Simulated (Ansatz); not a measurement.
```xyz
12

O     1.9569    0.2649   -0.9027
Si    0.4238    0.1191   -0.2892
Si    0.6122   -0.9830    1.7698
C    -1.0666   -0.1141   -1.3661
C    -1.4198    1.1113   -0.9083
O    -0.4309    1.6519   -0.1190
H     2.0442    0.6662   -1.7776
H     1.0288   -2.3998    1.5510
H    -0.7152   -0.9695    2.4500
H     1.6200   -0.3074    2.6372
H    -1.6433   -0.8030   -1.9786
H    -2.3330    1.7082   -1.0324
```

Method: RKS B3LYP/def2-SVP in Ansatz.

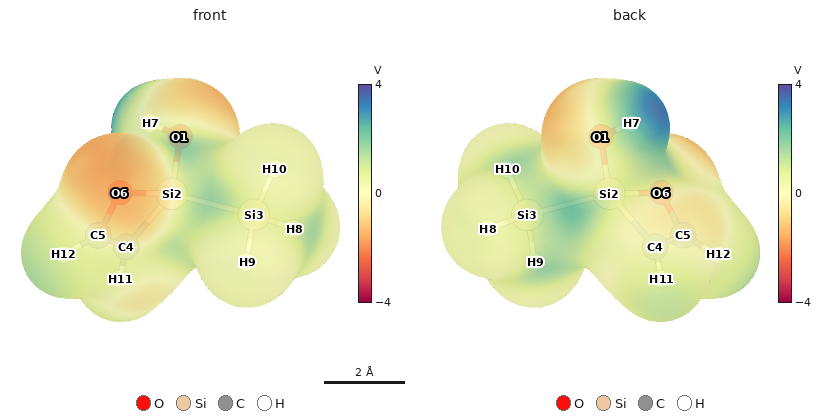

C₂H₆O₂Si₂ (SMILES O[Si]1([SiH3])C=CO1). The molecular electrostatic potential painted on the density surface at 0.004 e/bohr³, seen from the front and from behind; the colour scale runs from red (negative) to blue (positive).

**Where is the surface potential most negative and most positive?**

The most negative region (about −1.7 V) lies over O6, the most positive (about +3.3 V) over H7. O6 is the likeliest acceptor of a hydrogen bond.
